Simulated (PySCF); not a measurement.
## C5H8: NMR shielding calculation

- system: C5H8 (ethylidenecyclopropane)
- method: GIAO PBE0/pcSseg-1 NMR shielding, non-relativistic, gas phase (PySCF 2.14.0)

The geometry comes from this level: GFN2-xTB. Figures and captions count atoms from 1; the log counts them from 0 in places.

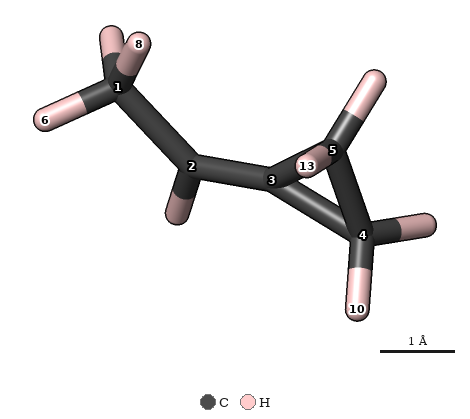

The input geometry (stick view, seen at a tilt; atoms are numbered from 1 in the order of the input). Bond lengths as drawn: C–C 1.31 to 1.52 Å and C–H 1.08 to 1.09 Å.

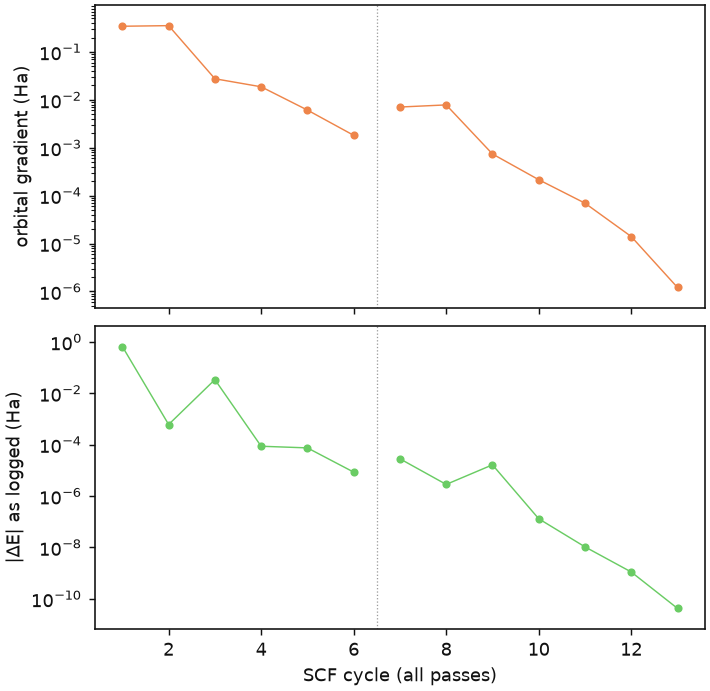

Convergence of the self-consistent field: orbital gradient and size of the energy change against the SCF cycle. The dotted line marks the change from a coarse to the final integration grid. The first 6 cycles use a coarse grid, the final grid takes over at cycle 7, and the field converges after 13 cycles in all.

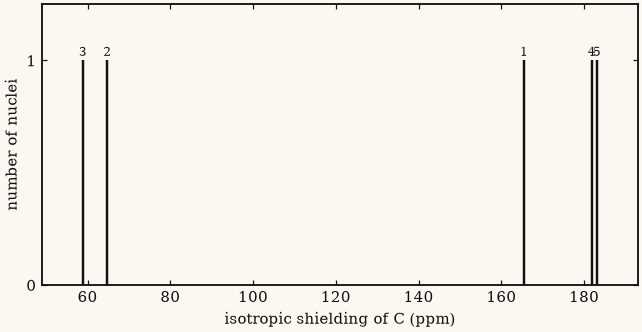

Isotropic shieldings of the carbon nuclei in this fixed geometry, labelled by atom number; shielding grows to the right, so chemical shift grows to the left. The least shielded is C3 (58.9 ppm), the most shielded C5 (183.1 ppm).

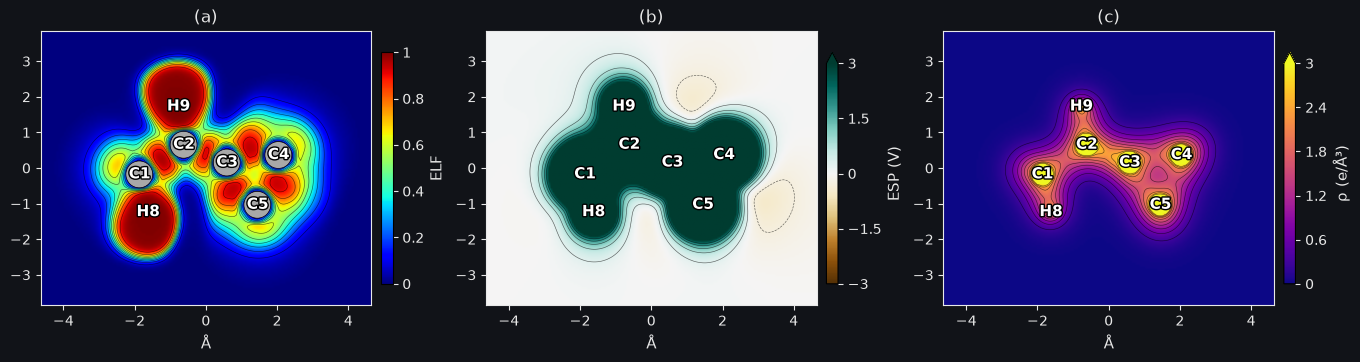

(a) electron localisation function; (b) electrostatic potential; (c) electron density on the plane of atoms C1, C2 and C3. Grey discs, where drawn, cover atomic cores. C–C (1.31 Å): ρ is about 2.3 e/Å³ halfway; the ELF peaks at about 0.90 between the atoms (a multiple bond by its length, whose ELF region spreads away from the axis). C–H (1.09 Å): ρ at the midpoint is about 2 e/Å³; the ELF climbs to about 1 towards the hydrogen, as it does in any bond to H (a covalent bond by its length). C–C (1.46 Å): ρ at the midpoint is about 1.7 e/Å³; the ELF peaks at about 0.90 between the atoms (a shared electron pair).

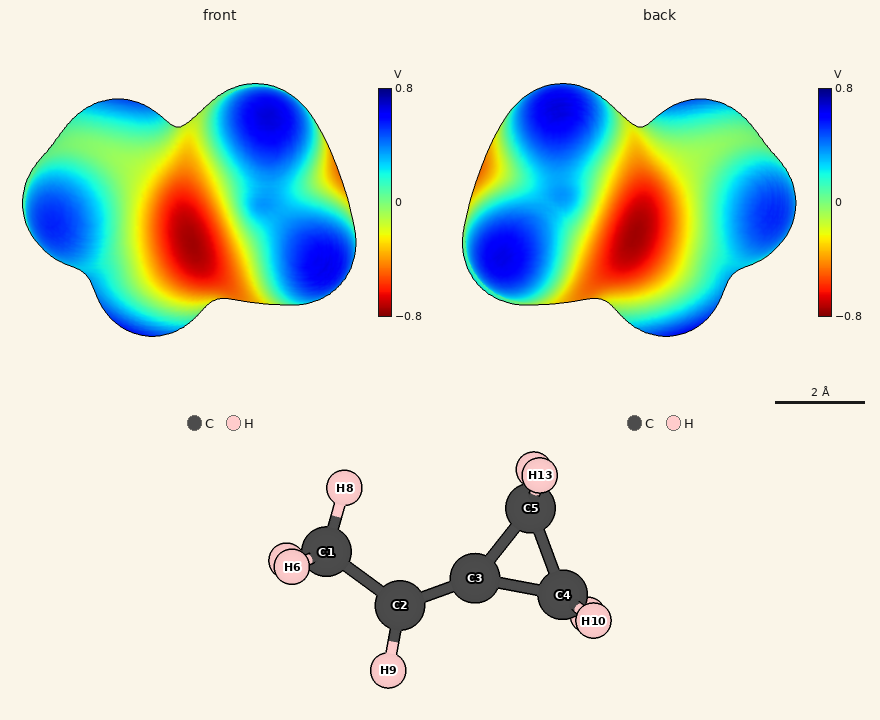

The electrostatic potential painted on the density surface at 0.002 e/bohr³, seen face on and from behind; the colour scale runs from red (negative) to blue (positive). The bare structure is drawn below in the same view. Its dipole moment is 0.13 D.

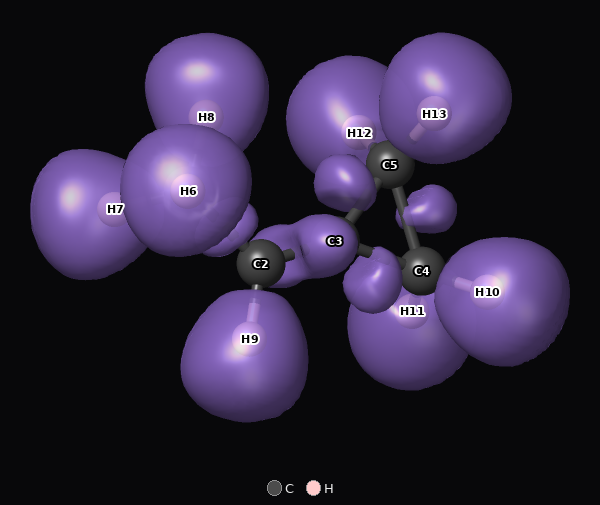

Isosurface of the electron localisation function at 0.8 (purple), seen at a tilt. Only the valence region is drawn (cores and ρ < 0.01 e/Å³ removed). The ELF exceeds this value in five regions between bonded C–C atoms (shared pairs) and eight regions around hydrogen nuclei. Along the contacts the grid gives the following. C–C (1.31 Å): the ELF peaks at about 0.90 between the atoms; a double or triple bond.

The input and output of the run follow.

Input
```
{"job": {"kind": "nmr", "xc": "PBE0", "basis": "pcSseg-1"}, "charge": 0, "multiplicity": 1}
C      2.039225     0.154638     0.097020
C      0.827874    -0.719888     0.000131
C     -0.399854    -0.265561    -0.031655
C     -1.838390    -0.527348    -0.107390
C     -1.301754     0.888941    -0.016678
H      2.690806    -0.009279    -0.761139
H      2.607711    -0.084963     0.995620
H      1.753632     1.202944     0.129564
H      1.013355    -1.786424    -0.044818
H     -2.259266    -0.857642    -1.047153
H     -2.337814    -0.943446     0.756760
H     -1.439600     1.432656     0.907827
H     -1.360313     1.515857    -0.895817
```

The first line tells a small driver script what to run in PySCF; the rest is the geometry in Å.

Launched with:
```bash
OMP_NUM_THREADS=1 python <driver script> task.json out
```

The program's output
```
coarse grid: 10392 points
cycle   1  E = -194.9484020783  dE =  6.577e-01  |g| = 3.445e-01  |ddm| = 3.174e+00
cycle   2  E = -194.9490090647  dE = -6.070e-04  |g| = 3.547e-01  |ddm| = 6.917e-01
cycle   3  E = -194.9828800542  dE = -3.387e-02  |g| = 2.759e-02  |ddm| = 3.770e-01
cycle   4  E = -194.9829665496  dE = -8.650e-05  |g| = 1.876e-02  |ddm| = 4.063e-02
cycle   5  E = -194.9830412178  dE = -7.467e-05  |g| = 6.124e-03  |ddm| = 1.857e-02
cycle   6  E = -194.9830497269  dE = -8.509e-06  |g| = 1.820e-03  |ddm| = 6.292e-03
final grid: 99016 points
cycle   7  E = -195.0134483512  dE = -2.808e-05  |g| = 7.088e-03  |ddm| = 2.933e-02
cycle   8  E = -195.0134455250  dE =  2.826e-06  |g| = 7.850e-03  |ddm| = 1.480e-02
cycle   9  E = -195.0134618816  dE = -1.636e-05  |g| = 7.419e-04  |ddm| = 8.007e-03
cycle  10  E = -195.0134620120  dE = -1.303e-07  |g| = 2.154e-04  |ddm| = 8.066e-04
cycle  11  E = -195.0134620225  dE = -1.049e-08  |g| = 6.969e-05  |ddm| = 2.388e-04
cycle  12  E = -195.0134620236  dE = -1.103e-09  |g| = 1.401e-05  |ddm| = 7.476e-05
cycle  13  E = -195.0134620236  dE = -4.229e-11  |g| = 1.210e-06  |ddm| = 1.428e-05
converged SCF energy = -195.0134620236

GIAO shielding tensors (ppm)
atom      isotropic    diamagn.    paramagn.     s11        s22        s33       span
  0 C      165.481     248.702     -83.220    153.080    158.472    184.891     31.811
  1 C       64.772     255.704    -190.931    -35.491     68.770    161.037    196.528
  2 C       58.854     258.560    -199.705    -27.500     16.526    187.537    215.037
  3 C      181.832     253.837     -72.005    158.201    169.875    217.421     59.219
  4 C      183.114     251.938     -68.825    157.593    170.122    221.626     64.034
  5 H       29.748      29.032       0.716     26.024     27.355     35.863      9.839
  6 H       29.745      29.038       0.706     26.033     27.339     35.862      9.829
  7 H       29.673      31.195      -1.521     25.501     30.038     33.481      7.980
  8 H       25.504      31.911      -6.407     22.450     25.771     28.291      5.841
  9 H       30.651      30.472       0.179     25.698     26.752     39.503     13.805
 10 H       30.655      30.475       0.180     25.702     26.754     39.508     13.806
 11 H       30.677      30.500       0.176     26.142     26.478     39.410     13.267
 12 H       30.683      30.500       0.182     26.137     26.487     39.424     13.287
```

Key numbers

```csv
quantity,value
outcome,converged
total energy,−195.013462 hartree
HOMO,−7.01 eV
LUMO,0.51 eV
dipole moment,0.13 D
"isotropic shielding, C",58.9 to 183.1 ppm
"isotropic shielding, H",25.5 to 30.7 ppm
hardware,"1 CPU thread, shared host"
wall time,12 s
peak memory,0.56 GiB
```
